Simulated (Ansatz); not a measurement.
**Hf (Im-3m, 1 atom in the cell): a soft mode frozen in**

Aim: this structure of Hf (Im-3m, 1 atom in the cell) is to be tested for unstable modes, and one is followed downhill.

Method: DFT LDA, scalar-relativistic, plane waves, norm-conserving pseudopotentials, in Ansatz 0.2.0.

This is not the structure that Hf takes at ambient pressure and room temperature (hexagonal, No. 194); it is a model or a phase of other conditions.

### Step 1. Starting point

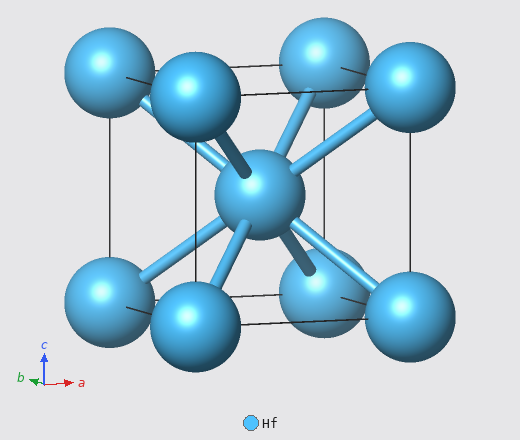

Start, viewed slightly off an axis; hafnium blue. This picture shows the conventional cell, with its axes. Some periodic images of atoms are drawn too.

### Step 2. Response at finite wavevector

The cell comes from relaxations at this level that are not shown. Stability and thermal properties need the whole zone. Linear response on a 4×4×4 q mesh gives force constants as far as a supercell of that size would.

The input, input.yaml:

```yaml
crystal:
  lattice:
    - [-1.7144954714, 1.7144954714, 1.7144954714]
    - [1.7144954714, -1.7144954714, 1.7144954714]
    - [1.7144954714, 1.7144954714, -1.7144954714]
  atoms:
    - { symbol: Hf, position: [0.0, 0.0, 0.0] }
kpoints:
  mp_grid: { grid: [16, 16, 16] }
hamiltonian:
  xc: lda
  pseudopotentials: { kind: nc }
scf:
  occupations: { method: methfessel_paxton, width: 0.15 }
output:
  eigenvalues: true
phonons:
  method: dfpt
  qmesh: [4, 4, 4]
  temperatures: { t_max: 1000, t_step: 50 }
  qpath:
    path:
      - [[0.0, 0.0, 0.0], [0.5, -0.5, 0.5], [0.0, 0.0, 0.5], [0.0, 0.0, 0.0], [0.25, 0.25, 0.25], [0.5, -0.5, 0.5]]
      - [[0.25, 0.25, 0.25], [0.0, 0.0, 0.5]]
    npoints: 10
```

On the command line:

```bash
$ ansatz run input.yaml --threads 4 --pin off --max-ram 7168MiB --backend cpu --events-out ev --progress --plain --runs-dir out
```

Output:

```text
Engine: ansatz 0.2.0, aarch64-unknown-linux-gnu
Pseudopotentials: kind: nc
Pseudopotential: Hf, nc, valence charge 12, recommended cutoff 789.130201 eV (normal), Hf.nc.azcp (PseudoDojo's, or run here from an input of PseudoDojo's: the run reads no file of this project's for it)
Functional definition: SPW92
  exchange = slater_x
  correlation = pw_c
Crystal: 1 atoms, lattice volume = 20.159 Å³
Basis set: ecut = 789.130201 eV, 959 PW (Γ), exchange–correlation on 60×60×60 points (8 copies of the dense FFT grid, shifted against one another)
Bands: 10, of which v1, the nominal top of the filled ones, is band 6 counted from 1 (5 counted from 0)
Symmetry: 48 space group operations
k-points: 145 of 4096
Non-local potential: Hf, projectors of the file, l = 0: 2, l = 1: 2, l = 2: 2, l = 3: 2
Initial density: superposition of atomic densities (chi_scale 0.1, normalization cell)
Initial wavefunctions: pseudopotential atomic-orbital guess
Functional: x = slater, c = lda
SCF iter   1: F=—  HF=-1535.920763 eV  |F-HF|=—  |Δ(HF+E_count)|=         —  Δρ=2.39e-2  dr2=1.48e-1  ethr=3.10e-3  ⟨swp⟩=6.2  Hψ=10587  notcnv=0
preconditioner: auto → none  [metal: Δε(μ)=0.017 eV  Ē_g=6.447 eV  σ=0.150 eV  W_gap=0.10  n_scr=0 (ndim 8)  ℏωp=16.5 eV  f_vac=0.000  D(μ)=1.41/eV (n_scr^D=12)]
SCF iter   2: F=—  HF=-1535.861843 eV  |F-HF|=—  |Δ(HF+E_count)|=   5.89e-2  S|Δr|=    0.00e0  Δρ=7.98e-3  dr2=1.08e-2  ethr=1.23e-3  ⟨swp⟩=2.9  Hψ=3577  notcnv=0  defer=13
SCF iter   3: F=—  HF=-1535.859014 eV  |F-HF|=—  |Δ(HF+E_count)|=   2.83e-3  S|Δr|=    0.00e0  Δρ=2.07e-3  dr2=3.38e-4  ethr=9.04e-5  ⟨swp⟩=2.8  Hψ=2196  notcnv=0  defer=13
SCF iter   4: F=—  HF=-1535.859018 eV  |F-HF|=—  |Δ(HF+E_count)|=   3.97e-6  S|Δr|=    0.00e0  Δρ=1.32e-4  dr2=1.20e-6  ethr=2.82e-6  ⟨swp⟩=2.2  Hψ=1940  notcnv=0  defer=13
SCF iter   5: F=—  HF=-1535.859019 eV  |F-HF|=—  |Δ(HF+E_count)|=   1.32e-6  S|Δr|=    0.00e0  Δρ=1.36e-5  dr2=1.97e-8  ethr=1.00e-8  ⟨swp⟩=3.0  Hψ=2880  notcnv=0  defer=13
SCF iter   6: F=—  HF=-1535.859019 eV  |F-HF|=—  |Δ(HF+E_count)|=   1.54e-9  S|Δr|=    0.00e0  Δρ=2.01e-6  dr2=1.01e-9  ethr=1.64e-10  ⟨swp⟩=2.9  Hψ=2686  notcnv=0  defer=13
SCF iter   7: F=—  HF=-1535.859019 eV  |F-HF|=—  |Δ(HF+E_count)|=  4.57e-10  S|Δr|=    0.00e0  Δρ=2.39e-7  dr2=1.34e-11  ethr=8.41e-12  ⟨swp⟩=2.6  Hψ=2447  notcnv=0  defer=13
SCF iter   8: F=-1535.859019 eV  HF=-1535.859019 eV  |F-HF|=0.00e0  |Δ(HF+E_count)|=  5.91e-12  S|Δr|=    0.00e0  Δρ=2.76e-8  dr2=1.91e-13  ethr=1.00e-12  ⟨swp⟩=9.8  Hψ=9362  notcnv=0
SCF 1 converged in 8 iterations: F = -1535.859019 eV  dr2 = 1.91e-13
NSCF: frozen V_eff on 145 k-points
WARN: eigensolver did not converge in 6 slots of this pass, the one above among them; of largest residual over every band (k=70): 1 band(s) unlocked (lowest unlocked band 9, counted from 0; max residual 4.41e-4 eV among the unlocked bands, 4.41e-4 eV over every band); of lowest unlocked band (k=25): band 9
NSCF: frozen V_eff on 349 k-points
DFPT response loops at q = (0, 0, 0) (fractional): preconditioner auto → Kerker (q_TF=auto, 2.502 Å⁻¹) (partly filled bands, converged f_vac=0.000); β = 1.00, the filter's whole step (`scf.mixing.beta` (0.50) is not read by the response loops under this deck's `scf.mixing.preconditioner`; to damp them name `kerker` or `kerker_dos`, under which they read `scf.mixing.beta`, and type it under 1.00, their step now; both keys bind the ground state too); Broyden in place of MSR1
NSCF: frozen V_eff on 4352 k-points
DFPT response loops at q = (0, 0, 0.25) (fractional): mixed as the last ones told, above
NSCF: frozen V_eff on 2196 k-points
DFPT response loops at q = (0, 0, -0.5) (fractional): mixed as the last ones told, above
NSCF: frozen V_eff on 8192 k-points
DFPT response loops at q = (0, 0.25, 0.25) (fractional): mixed as the last ones told, above
NSCF: frozen V_eff on 1178 k-points
DFPT response loops at q = (0.25, 0.25, 0.25) (fractional): mixed as the last ones told, above
NSCF: frozen V_eff on 2320 k-points
DFPT response loops at q = (0.25, 0.25, -0.25) (fractional): mixed as the last ones told, above
NSCF: frozen V_eff on 4352 k-points
DFPT response loops at q = (0.25, -0.5, -0.5) (fractional): mixed as the last ones told, above
NSCF: frozen V_eff on 698 k-points
DFPT response loops at q = (-0.5, -0.5, -0.5) (fractional): mixed as the last ones told, above
SCF converged after 8 iterations
Stability not checked: this state was not tested for a lower state beside it, because cold or Methfessel-Paxton smearing, or corrected tetrahedra, fill the levels in a way that the test cannot read (fill_not_monotonic; see scf.lower_state_search)
Free energy (F): -1535.859019 eV
Harris-Foulkes:  -1535.859019 eV  (|F-HF|=0.00e0)
Internal energy: -1535.858587 eV  (E = F + TS)
E sigma→0 (E₀):  -1535.858911 eV
Entropy (-TS):   -0.000432 eV (-0.432 meV/atom)
Fermi energy:    15.697506 eV
--- Per-component energies (eV) ---
  E_band       = -120.974578
  E_kinetic    = 398.097578
  E_local      = -695.885478  (includes V_loc(G=0)·N_el)
  E_nonlocal   = 69.038916
  E_hartree    = 179.028376
  E_xc         = -385.795514
  E_vxc        = -250.282356  (∫ρ·V_xc dr)
  E_ewald      = -1100.342465
  E_smearing   = -0.000432  (= −TS)
  E_closure    = 0.000000  (closes the sum)
  Σ components = -1535.859019   (vs F -1535.859019, Δ=0.00e0)
--- Band table (eV; the first three rows and the last of 145) ---
  k-point 0: bands = ["-45.5453", "-13.6800", "-13.6800", "-13.6800", "8.3594", "17.2207", "17.2207", "17.2207", "20.3323", "20.3323"]
  k-point 1: bands = ["-45.5412", "-13.7285", "-13.6946", "-13.6803", "8.5243", "17.1044", "17.1799", "17.3847", "20.1360", "20.3297"]
  k-point 2: bands = ["-45.5294", "-13.8644", "-13.7362", "-13.6812", "8.9981", "16.7932", "17.0030", "17.8708", "19.7830", "20.3362"]
  k-point 144: bands = ["-45.3556", "-14.4832", "-14.4832", "-14.4832", "12.6512", "12.6512", "23.2352", "23.2352", "23.2352", "23.8393"]
--- Phonons (Γ-DFPT): 1 representative perturbation + reference (Σ response iterations 2) ---
  ASR residual: 7.403e-5 → 0.000e0 eV/Å²; symmetrization residual: 4.066e-20 eV/Å²
  ASR residual per site (eV/Å²): 7.40e-5
  Γ frequencies (cm⁻¹): 0.00 0.00 0.00
--- Phonons (arbitrary-q DFPT): 8 irreducible q on the 4×4×4 mesh ---
  q = [0.0000, 0.0000, 0.0000] (star 1, of the zone-centre solve; hermiticity 2.39e-24, symmetrization 9.15e-16): -0.00 -0.00 -0.00
  q = [0.0000, 0.0000, 0.2500] (star 12, 2 solved perturbations in 3336 linear systems a pass and spin channel, the states on 2176 of 4096 k-point pairs; hermiticity 8.06e-14, symmetrization 4.93e-14, the responses' own estimated error 3.4e-4 eV/Å²): -41.74 54.21 94.25
  q = [0.0000, 0.0000, -0.5000] (star 6, 2 solved perturbations in 1719 linear systems a pass and spin channel, the states on 1098 of 4096 k-point pairs; hermiticity 3.11e-14, symmetrization 1.31e-13, the responses' own estimated error 3.8e-4 eV/Å²): -85.24 82.00 85.52
  q = [0.0000, 0.2500, 0.2500] (star 24, 2 solved perturbations in 6272 linear systems a pass and spin channel, the states on 4096 of 4096 k-point pairs; hermiticity 1.28e-5, symmetrization 6.79e-14, the responses' own estimated error 3.2e-4 eV/Å²): -53.64 58.06 110.36
  q = [0.2500, 0.2500, 0.2500] (star 2, 1 solved perturbation on 589 of 4096 k-point pairs; hermiticity 3.56e-13, symmetrization 3.56e-12, the responses' own estimated error 3.5e-4 eV/Å²): -27.98 -27.98 -27.98
  q = [0.2500, 0.2500, -0.2500] (star 6, 2 solved perturbations in 1808 linear systems a pass and spin channel, the states on 1160 of 4096 k-point pairs; hermiticity 3.22e-13, symmetrization 1.07e-13, the responses' own estimated error 4.0e-4 eV/Å²): 71.47 87.26 87.26
  q = [0.2500, -0.5000, -0.5000] (star 12, 2 solved perturbations in 3336 linear systems a pass and spin channel, the states on 2176 of 4096 k-point pairs; hermiticity 8.08e-14, symmetrization 1.96e-14, the responses' own estimated error 4.2e-4 eV/Å²): 97.35 116.27 118.15
  q = [-0.5000, -0.5000, -0.5000] (star 1, 1 solved perturbation on 349 of 4096 k-point pairs; hermiticity 1.32e-14, symmetrization 3.58e-14, the responses' own estimated error 3.2e-4 eV/Å²): 140.83 140.83 140.83
  sum rule: each row above includes the acoustic sum rule's correction from the zone centre's row sums; it moved no ω² by more than (0.34 cm⁻¹)²
  mesh force constants: q→R imaginary residual 0.00e0; ASR residual 7.403e-5 → 0.000e0 eV/Å²; symmetrization residual 3.109e-15 eV/Å²
  interpolated dispersion: 62 rows × 3 modes
  density of states and harmonic sums: on the 28×28×28 q-mesh, interpolated from the force constants of a 4×4×4 supercell (no non-analytic term)
  largest difference from the sums on the solved wave vectors: F 4.73e-2 eV, S 5.89e-5 and C_V 1.20e-5 eV/K
  zero-point energy: 0.012358 eV/cell   skipped modes (ω ≤ 0): 408, of them read as no rigid motion or as one in doubt: 405 (6.620e-1 modes/cell left out, lowest -85.27 cm⁻¹)   left out of the sums: 2.21e-1 of the cell's modes: C_V's classical limit lies that fraction below 3 k_B per atom; for a crystal, a wire or a layer, F and S can be off by more, and a phonons.interpolated_qmesh denser along its periods is the remedy for the sampling
```

Elapsed: 4.6 min, on 4 threads of Arm Neoverse N1, shared host; peak memory 4 GiB.

Numbers from this step:

| Item | Value |
| --- | --- |
| volume per atom | 20.16 Å³ |
| gap on the k-mesh | 0 eV |
| sum-rule residual before enforcement | 7.40e-5 eV/Å² |
| lowest frequency on the path | -85.27 cm⁻¹ |
| highest frequency on the path or at a solved wavevector | 140.8 cm⁻¹ |
| lowest mode on the q mesh (acoustic modes at Γ apart) | -85.24 cm⁻¹ |

Frequencies (cm⁻¹) solved at each irreducible wavevector; negative means imaginary. Frequencies by wavevector, by row:

```tsv
q in reciprocal lattice units	star	mode 1	mode 2	mode 3
0 0 0	1	0	0	0
0 0 0.25	12	-41.7	54.2	94.2
0 0 -0.5	6	-85.2	82	85.5
0 0.25 0.25	24	-53.6	58.1	110.4
0.25 0.25 0.25	2	-28	-28	-28
0.25 0.25 -0.25	6	71.5	87.3	87.3
0.25 -0.5 -0.5	12	97.3	116.3	118.2
-0.5 -0.5 -0.5	1	140.8	140.8	140.8
```

Interpolated from a 4×4×4 q mesh. Phonon branches along the path, in cm⁻¹:

```tsv
point	branch 1	branch 2	branch 3
Γ	0	0	0
H	141	141	141
N	-85	82	86
Γ	0	0	0
P	-28	-28	-28
H	141	141	141
jump to P	-28	-28	-28
N	-85	82	86
```

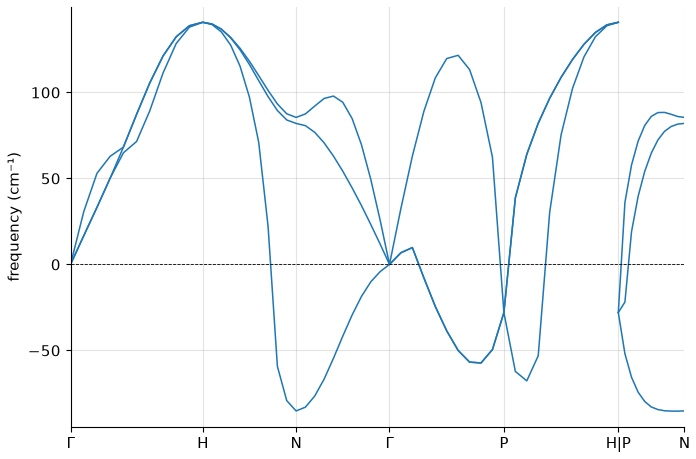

Phonon branches along the path.

Symmetry leaves 8 wavevectors to solve. The lowest mode among them, the acoustic zeros apart, lies at q = (0, 0, -0.5) and is imaginary, 85.2i cm⁻¹, so the energy falls along it.

### Step 3. The mode frozen in, largest atomic shift 0 Å

The mode followed lies at q = (0, 0.25, 0.25) with frequency 53.6i cm⁻¹, one of the unstable modes though not the softest. At small amplitude the distorted cell has space group no. 11 by a symmetry search on the positions. The undistorted cell that holds it gives the zero of energy on the same k mesh.

System of this step: Hf. The structure is cubic, space group Im-3m (No. 229). Conventional cell: a = 3.429 Å, b = 3.429 Å, c = 3.429 Å, α = 90.00°, β = 90.00°, γ = 90.00°. Nearest to Hf lie 8 Hf at 2.97 Å.

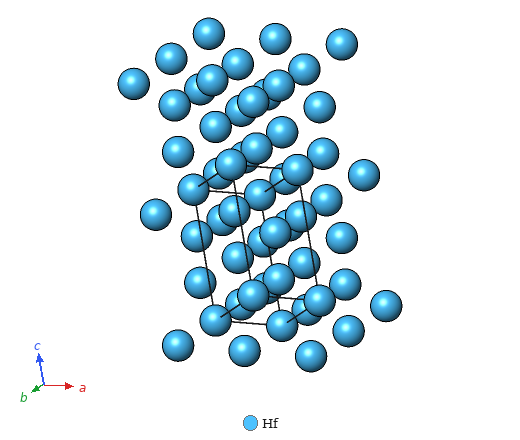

The cell of this step (hafnium blue). 2×2×2 cells are drawn. Some periodic images of atoms are drawn too.

input.yaml, the sections that differ from step 2:

```yaml
crystal:
  lattice:
    - [-1.7144954714, 1.7144954714, 1.7144954714]
    - [0.0, -3.4289909427, 3.4289909427]
    - [5.1434864141, 1.7144954714, 1.7144954714]
  atoms:
    - { symbol: Hf, position: [0.0, 0.0, 0.0] }
    - { symbol: Hf, position: [0.75, 0.5, 0.25] }
    - { symbol: Hf, position: [0.5, 0.0, 0.5] }
    - { symbol: Hf, position: [0.25, 0.5, 0.75] }
kpoints:
  mp_grid: { grid: [14, 8, 8] }
output:
  forces: true
  stress: true
  eigenvalues: true
# hamiltonian, scf: as in step 2
# phonons: removed
```

Output:

```text
[...]
Crystal: 4 atoms, lattice volume = 80.636 Å³
Basis set: ecut = 789.130201 eV, 4005 PW (Γ)
Bands: 29, of which v1, the nominal top of the filled ones, is band 24 counted from 1 (23 counted from 0)
Symmetry: 16 space group operations
[...]
k-points: 290 of 896
[...]
k-point 0: bands = [... 20 lower, 14.9040, 14.9040, 14.9567, 15.7068, 15.7068, 17.2218, 17.2224, 17.2224, ... 1 higher]
  k-point 1: bands = [... 20 lower, 14.8891, 14.9774, 15.0734, 15.6588, 15.6958, 17.1451, 17.1490, 17.1732, ... 1 higher]
  k-point 2: bands = [... 20 lower, 15.0177, 15.0286, 15.3844, 15.4213, 15.7716, 16.7223, 16.9385, 17.0098, ... 1 higher]
  k-point 289: bands = [... 20 lower, 14.3965, 14.3965, 14.9569, 14.9569, 17.3168, 17.3168, 17.4687, 17.4687, ... 1 higher]
[key lines of the parts left out:]
SCF converged after 7 iterations
Free energy (F): -6143.434690 eV
Fermi energy:    15.684032 eV
P = ⅓ Tr σ = -0.1555 GPa (-1.555 kbar)
```

Run time: 58 s. Hardware: 4 threads; peak memory 1.1 GiB; 3.2 min of CPU time.

Numbers from this step:

| Quantity | Value |
| --- | --- |
| pressure | -0.1555 GPa |
| energy from the undistorted cell | 0 meV/atom |

The run ends at a pressure of -0.16 GPa.

### Step 4. The mode frozen in, largest atomic shift 0.22 Å

The atoms are moved along the unstable eigenvector, the largest shift by 0.22 Å, with the cell fixed.

input.yaml, the sections that differ from step 3:

```yaml
crystal:
  lattice:
    - [-1.7144954714, 1.7144954714, 1.7144954714]
    - [0.0, -3.4289909427, 3.4289909427]
    - [5.1434864141, 1.7144954714, 1.7144954714]
  atoms:
    - { symbol: Hf, position: [-0.0665245768, 0.0, 0.0120208092] }
    - { symbol: Hf, position: [0.8165245768, 0.5, 0.2379791908] }
    - { symbol: Hf, position: [0.5665245768, 0.0, 0.4879791908] }
    - { symbol: Hf, position: [0.1834754232, 0.5, 0.7620208092] }
# kpoints, hamiltonian, scf, output: as in step 3
```

Output:

```text
[...]
Crystal: 4 atoms, lattice volume = 80.636 Å³
Basis set: ecut = 789.130201 eV, 4005 PW (Γ)
Bands: 29, of which v1, the nominal top of the filled ones, is band 24 counted from 1 (23 counted from 0)
Symmetry: 4 space group operations
[...]
k-points: 290 of 896
[...]
k-point 0: bands = [... 20 lower, 14.8819, 14.8837, 15.2061, 15.5006, 15.9179, 16.9264, 17.3177, 17.5247, ... 1 higher]
  k-point 1: bands = [... 20 lower, 14.8785, 15.0404, 15.2442, 15.5372, 15.8284, 16.8468, 17.1484, 17.4382, ... 1 higher]
  k-point 2: bands = [... 20 lower, 15.0251, 15.2851, 15.3408, 15.4540, 15.7403, 16.6705, 16.7330, 17.1911, ... 1 higher]
  k-point 289: bands = [... 20 lower, 14.2284, 14.2284, 15.1347, 15.1347, 16.5765, 16.5765, 17.5688, 17.5688, ... 1 higher]
[key lines of the parts left out:]
SCF converged after 7 iterations
Free energy (F): -6143.522348 eV
Fermi energy:    15.732111 eV
P = ⅓ Tr σ = 1.3852 GPa (13.852 kbar)
```

Run time: 69 s. Hardware: 4 threads; peak memory 1.1 GiB; 4 min of CPU time.

Numbers from this step:

```
pressure                         : 1.385 GPa
energy from the undistorted cell : -21.84 meV/atom
```

The energy, extrapolated to zero smearing, is -21.84 meV/atom against the undistorted cell.

The run ends at a pressure of 1.39 GPa, with forces up to 0.47 eV/Å.

### Step 5. Energy along the mode, all amplitudes (two of the runs are shown above)

An imaginary frequency means negative curvature, so the energy should fall and then rise again as anharmonic terms take over.

This step gave:

```
depth at the lowest point sampled  : 21.84 meV/atom
largest atomic shift at that point : 0.22 Å
```

Table of energy from the parent by largest atomic shift:

```tsv
largest atomic shift (Å)	energy from the parent (meV/atom)
0.000	0
0.040	-1.38
0.080	-4.93
0.140	-13.0
0.220	-21.8
0.320	0.226
0.450	94.6
```

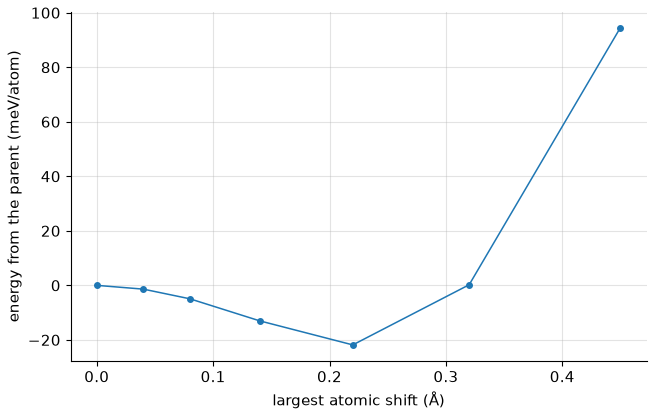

Energy from the parent against largest atomic shift.

Displacement at unit largest shift by atom:

```tsv
atom	x (Å)	y (Å)	z (Å)	size
Hf1	0.799	-0.425	-0.425	1.000
Hf2	-0.799	0.425	0.425	1.000
Hf3	-0.799	0.425	0.425	1.000
Hf4	0.799	-0.425	-0.425	1.000
```

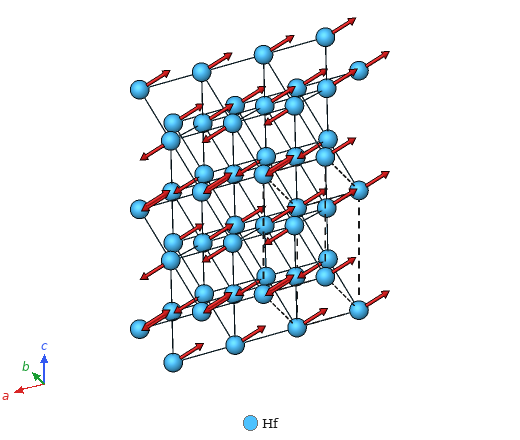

Displacement at unit largest shift as arrows, the longest 1.000 Å. 3×1×2 cells are drawn. Some periodic images of atoms are drawn too.

The lowest of the steps tried is at 0.22 Å, 21.8 meV/atom below the parent; the bottom of the well need not coincide with a step.

(Part 1 of 2 ends here.)

[Logs are printed without paths, hosts, clocks, repeated set-up lines and the standing remarks that a program may print on its own settings, such as how far it seeks lower states.]

[Hosts, paths, dates, database ids (printed as entryN), source tags and the programs' standing remarks are cut or masked in the printed files.]
